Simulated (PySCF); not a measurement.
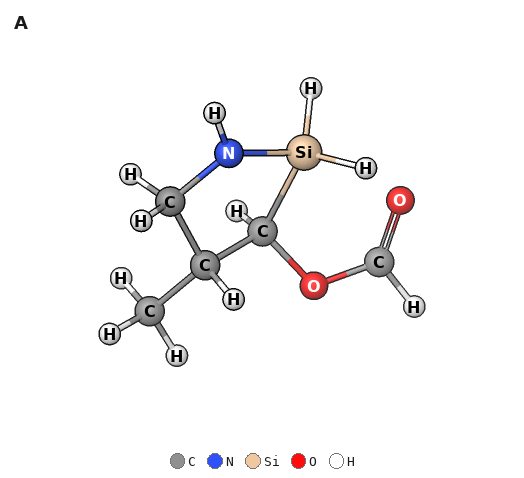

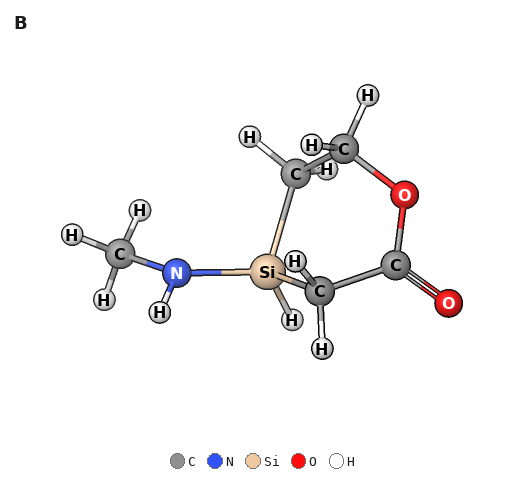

2 stationary structures of one formula. Geometries: GFN2-xTB. Electronic energies: PBE0/pcSseg-1 (PySCF 2.14.0), without zero-point energy. No frequency run is at hand to confirm each as a minimum. Each is one conformer, not always the lowest.

Are they conformers, stereoisomers or constitutional isomers?

Answer. They are constitutional isomers of C5H11NO2Si: A `C[C@@H]1CN[SiH2][C@H]1OC=O`, B `CN[Si@H]1CCOC(=O)C1`.

Rank them by energy, lowest first.

Answer. B is lowest; A lies 10.9 kcal/mol above it.

The geometry is semi-empirical. Around Si such bond lengths and angles can be off by a tenth of an ångström or more and by several degrees, and values that hang on the shape move with them.
